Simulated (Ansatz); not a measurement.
# CCSD/6-31G(d) (spherical functions) run of C3H4F4O (2,2,3,3-tetrafluoro-1-propanol)

Aim: the electronic atomisation energy of C3H4F4O (2,2,3,3-tetrafluoro-1-propanol) at CCSD/6-31G* (spherical functions), from 5 runs. 

The calculation is run with Ansatz 0.2.0.

57 further runs of the same task are left out: 1 that didn't finish, 56 set aside as unsound or not needed. Runs told in other sessions of the task aren't counted.

## (1) The molecule

C3H4F4O has 12 atoms, charge 0, and is taken as a singlet. As SMILES, `OCC(F)(F)C(F)F`. Geometry: relaxed at PBE0-D4/def2-TZVP. This is one conformer, not always the lowest.

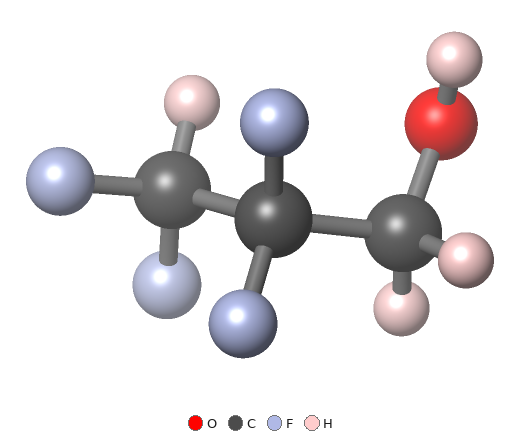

The structure, seen from a chosen angle (oxygen red, carbon dark grey, fluorine light blue, hydrogen pink).

## (2) A single-point energy at CCSD/6-31G(d) (spherical functions)

input.yaml

```yaml
crystal:
  periodic: [false, false, false]
  atoms:
    - {symbol: O, position_ang: [0.219400, 1.742740, -0.684260]}
    - {symbol: C, position_ang: [0.950080, 0.567630, -0.464620]}
    - {symbol: C, position_ang: [0.229850, -0.361420, 0.491610]}
    - {symbol: F, position_ang: [0.994010, -1.447260, 0.725190]}
    - {symbol: F, position_ang: [0.046940, 0.280610, 1.679320]}
    - {symbol: C, position_ang: [-1.151250, -0.804240, 0.004940]}
    - {symbol: F, position_ang: [-1.008330, -1.466360, -1.163620]}
    - {symbol: F, position_ang: [-1.702680, -1.640700, 0.901800]}
    - {symbol: H, position_ang: [0.219230, 2.257150, 0.128140]}
    - {symbol: H, position_ang: [1.946670, 0.753620, -0.046450]}
    - {symbol: H, position_ang: [1.066080, 0.063840, -1.424720]}
    - {symbol: H, position_ang: [-1.810000, 0.054390, -0.147350]}
basis:
  gaussian: {orbitals: 6-31G_st_-spherical.json}
magnetization: {spin_polarized: false, initial_magnetization: 0}
correlation: {method: ccsd, frozen_orbitals: {C: 1, F: 1, H: 0, O: 1}}
accuracy: high
scf: {omitted_lower_state_checks: [cluster_reference, increment]}
```

The basis set 6-31G* is read from a file made from the Basis Set Exchange's data (not shown).

Started as:

```sh
$ ansatz run input.yaml --threads 1 --pin off --max-ram 3480MiB --events-out events.jsonl --progress --plain --runs-dir runs
```

The log of the run:

```text
Warning: RAYON_NUM_THREADS=1 ignored (pool sized by the plan → 1); use --threads N
Functional definition: HF
  name "HF"
  exchange = exact_x
  correlation = 0
these checks for a lower state are left out or cut short: cluster_reference, increment
2883 factors; integrals over basis functions are off by at most 5.0e-9 eV
mean field evaluation 1: about -16009.4862 eV, gradient 5.1e1 eV
mean field evaluation 2: about -16009.6027 eV, gradient 5.1e1 eV
mean field evaluation 4: about -16014.6911 eV, gradient 4.3e0 eV
mean field evaluation 8: about -16014.7486 eV, gradient 2.4e-1 eV
mean field -16014.74883292 eV, -588.5311644233 hartree, gradient 2.8e-8 eV, S^2 0.000000; 0 other end points of the search recorded, 0 dependent functions left out
8 core orbitals not correlated: weight in the atoms' cores, before any rotation towards them, 1.000 or more for the frozen orbitals, at most 0.000 for the correlated occupied ones
reference -16014.74883292 eV, -588.5311644233 hartree; 25, 25 occupied and 87, 87 virtual orbitals, 2883 factors
second order -33.41712950 eV of doubles, -0.00000000 eV of singles
cycle   1  -33.40421295 eV  change    1.3e-2 eV  update   1.3e-1
cycle   2  -34.15363563 eV  change   -7.5e-1 eV  update   3.4e-2
cycle   3  -34.33868711 eV  change   -1.9e-1 eV  update   1.6e-2
cycle   4  -34.33625280 eV  change    2.4e-3 eV  update   3.1e-3
cycle   5  -34.33531912 eV  change    9.3e-4 eV  update   1.3e-3
cycle   6  -34.33587150 eV  change   -5.5e-4 eV  update   4.0e-4
cycle   7  -34.33557534 eV  change    3.0e-4 eV  update   1.4e-4
cycle   8  -34.33545217 eV  change    1.2e-4 eV  update   4.2e-5
cycle   9  -34.33547313 eV  change   -2.1e-5 eV  update   1.4e-5
cycle  10  -34.33548311 eV  change   -1.0e-5 eV  update   4.5e-6
cycle  11  -34.33548091 eV  change    2.2e-6 eV  update   1.7e-6
cycle  12  -34.33548278 eV  change   -1.9e-6 eV  update   7.2e-7
cycle  13  -34.33548307 eV  change   -3.0e-7 eV  update   2.8e-7
cycle  14  -34.33548333 eV  change   -2.5e-7 eV  update   1.2e-7
cycle  15  -34.33548343 eV  change   -9.9e-8 eV  update   5.3e-8
cycle  16  -34.33548346 eV  change   -3.6e-8 eV  update   3.2e-8
cycle  17  -34.33548360 eV  change   -1.3e-7 eV  update   1.2e-7
cycle  18  -34.33548359 eV  change   9.2e-10 eV  update   2.4e-8
cycle  19  -34.33548360 eV  change   -6.5e-9 eV  update   6.2e-9
cycle  20  -34.33548360 eV  change   5.4e-10 eV  update   2.3e-9
Total energy: -16049.08431653 eV, -589.7929701723 hartree
Checks for a lower state left out: cluster_reference, increment
```

It took 2.1 min on 1 thread of Arm Neoverse V1, shared host; peak memory 1.5 GiB.

## (3) The C atom, same level

job.yaml

```yaml
crystal:
  periodic: [false, false, false]
  atoms:
    - {symbol: C, position_ang: [0.000000, 0.000000, 0.000000]}
basis:
  gaussian:
    orbitals: 6-31G_st_-spherical.json
magnetization:
  spin_polarized: true
  initial_magnetization: 2
correlation:
  method: ccsd
  frozen_orbitals: {C: 1}
accuracy: high
scf:
  omitted_lower_state_checks: [cluster_reference, increment]
```

The basis set 6-31G* is read from a file made from the Basis Set Exchange's data (not shown).

Run the same way, it converges to -37.75036 Eh (log not shown).

## (4) The F atom, same level

in.yaml

```yaml
crystal:
  periodic: [false, false, false]
  atoms:
    - {symbol: F, position_ang: [0.000000, 0.000000, 0.000000]}
basis:
  gaussian: {orbitals: 6-31G_st_-spherical.json}
magnetization: {spin_polarized: true, initial_magnetization: 1}
correlation: {method: ccsd, frozen_orbitals: {F: 1}}
accuracy: high
scf: {omitted_lower_state_checks: [cluster_reference, increment]}
```

The basis set 6-31G* is read from a file made from the Basis Set Exchange's data (not shown).

Run the same way, it converges to -99.49567 Eh (log not shown).

## (5) The H atom: a single-point energy at UHF/6-31G(d) (spherical functions)

run.yaml

```yaml
crystal:
  periodic: [false, false, false]
  atoms:
    - symbol: H
      position_ang: [0.000000, 0.000000, 0.000000]
basis:
  gaussian:
    orbitals: "6-31G*"
total_charge: 0
magnetization:
  spin_polarized: true
  initial_magnetization: 1
hamiltonian:
  xc: hf
accuracy: high
```

Run the same way, it converges to -0.49823 Eh (log not shown).

## (6) The O atom

run.yaml

```yaml
crystal:
  periodic: [false, false, false]
  atoms:
    - symbol: O
      position_ang: [0.000000, 0.000000, 0.000000]
basis:
  gaussian: {orbitals: 6-31G_st_-spherical.json}
magnetization: {spin_polarized: true, initial_magnetization: 2}
correlation: {method: ccsd, frozen_orbitals: {O: 1}}
accuracy: high
scf: {omitted_lower_state_checks: [cluster_reference, increment]}
```

The basis set 6-31G* is read from a file made from the Basis Set Exchange's data (not shown).

Run the same way, it converges to -74.89391 Eh (log not shown).

## (7) Summary of results

Level: CCSD/6-31G* (spherical functions), 8 core orbitals frozen.

| quantity | value |
| --- | --- |
| molecule: total energy | -589.79297 Eh |
| molecule: correlation energy (8 core orbitals frozen) | -1261.8 mEh |
| molecule: T1 diagnostic | 0.012 |
| C atom: total energy | -37.75036 Eh |
| C atom: correlation energy (1 core orbital frozen) | -69.8 mEh |
| C atom: ⟨S²⟩ of the reference determinant | 2.005 |
| C atom: T1 diagnostic | 0.006 |
| F atom: total energy | -99.49567 Eh |
| F atom: correlation energy (1 core orbital frozen) | -132.3 mEh |
| F atom: ⟨S²⟩ of the reference determinant | 0.753 |
| F atom: T1 diagnostic | 0.005 |
| H atom: total energy | -0.49823 Eh |
| H atom: ⟨S²⟩ | 0.750 |
| O atom: total energy | -74.89391 Eh |
| O atom: correlation energy (1 core orbital frozen) | -110.7 mEh |
| O atom: ⟨S²⟩ of the reference determinant | 2.006 |
| O atom: T1 diagnostic | 0.005 |
| electronic atomisation energy | 45.507 eV |

Taking the molecule apart into free atoms costs 45.51 eV (4391 kJ/mol), before zero-point energy and without spin-orbit coupling.
